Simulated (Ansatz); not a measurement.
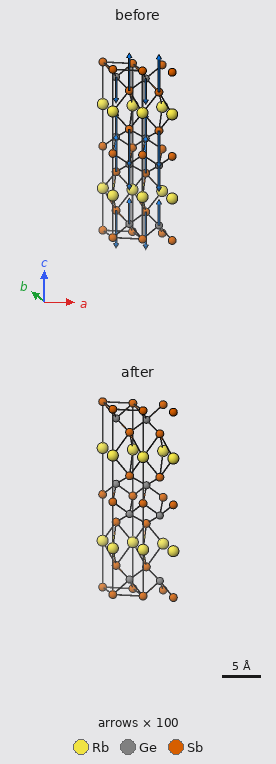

The structure of solid RbGe$_{2}$Sb$_{3}$ (built on the MAX phase (312) type) (coarse preliminary run) before (top) and after (bottom) a relaxation, at one scale. The blue arrows give the displacements (the part carried along by the change of the cell is left out), magnified 100 times.

Style: ball-and-stick. Shown: the cell of the calculation, repeated 2 × 1 × 1 with one cell outlined, slightly off an axis.

Case: MAX phase (312) type (P6_3/mmc, No. 194).

The calculation used DFT PBE, scalar-relativistic, plane waves, PAW in Ansatz 0.2.0.

Input file:
```yaml
crystal:
  lattice:
    - [3.9810576406, 0.0, 0.0]
    - [-1.9905288203, 3.4476970507, 0.0]
    - [0.0, 0.0, 22.9526776022]
  atoms:
    - { symbol: Rb, position: [0.0, 0.0, 0.25] }
    - { symbol: Rb, position: [0.0, 0.0, 0.75] }
    - { symbol: Ge, position: [0.3333333333, 0.6666666667, 0.928] }
    - { symbol: Ge, position: [0.6666666667, 0.3333333333, 0.428] }
    - { symbol: Ge, position: [0.6666666667, 0.3333333333, 0.072] }
    - { symbol: Ge, position: [0.3333333333, 0.6666666667, 0.572] }
    - { symbol: Sb, position: [0.0, 0.0, 0.5] }
    - { symbol: Sb, position: [0.0, 0.0, 0.0] }
    - { symbol: Sb, position: [0.3333333333, 0.6666666667, 0.365] }
    - { symbol: Sb, position: [0.6666666667, 0.3333333333, 0.865] }
    - { symbol: Sb, position: [0.6666666667, 0.3333333333, 0.635] }
    - { symbol: Sb, position: [0.3333333333, 0.6666666667, 0.135] }
basis:
  ecutwfc: 420
kpoints:
  mp_grid: { grid: [6, 6, 1] }
hamiltonian:
  xc: pbe
scf:
  occupations: { method: gaussian, width: 0.1 }
  lower_state_search: "off"
output:
  forces: true
  stress: true
  eigenvalues: true
relax:
  adjacent_minimum: "off"
  f_tol: 0.04
  max_steps: 70
  cell: { stress_tol: 0.4 }
```

Command:
```bash
ansatz run input.yaml --threads 1 --pin off --max-ram 2560MiB --backend cpu --events-out ev --progress --plain --runs-dir out
```

Summarise the run.

Answer. The largest moves relative to the cell, 0.052 Å, are those of Sb9, Sb10, Sb11 and Sb12. Sb10 goes along +c. Largest moves by element: Sb 0.052 Å, Ge 0.036 Å. Rb stays in place. Cell: a = b 3.981 → 4.059 Å (+1.9 %), c 22.953 → 25.297 Å (+10.2 %). Volume +14.5 %. Among the contacts that change: Rb1–Sb12 3.500 → 3.776 Å, Ge3–Sb8 2.831 → 2.990 Å, Ge3–Sb10 2.715 → 2.785 Å. Bond angles that change, for instance: Sb9–Rb1–Sb12 97.9° → 103.3°, Rb1–Sb12–Rb1 69.3° → 65.0°, Sb9–Rb1–Sb9 69.3° → 65.0°. The space group stays P6_3/mmc (No. 194). Over 5 accepted moves (6 points after the start) the energy falls by 99.5 meV per atom. The largest force component goes from 0.42 to 0.0015 eV/Å. Pressure: 7.53 GPa at the start and 0.04 GPa at the end. At 1 point the geometry stayed and the basis and grid were re-selected for the new cell (energy shift of 1.2 meV per atom at most each time). Cost: 3.1 min on 1 thread of Arm Neoverse N1, with other jobs on the host, peak memory 0.72 GiB.
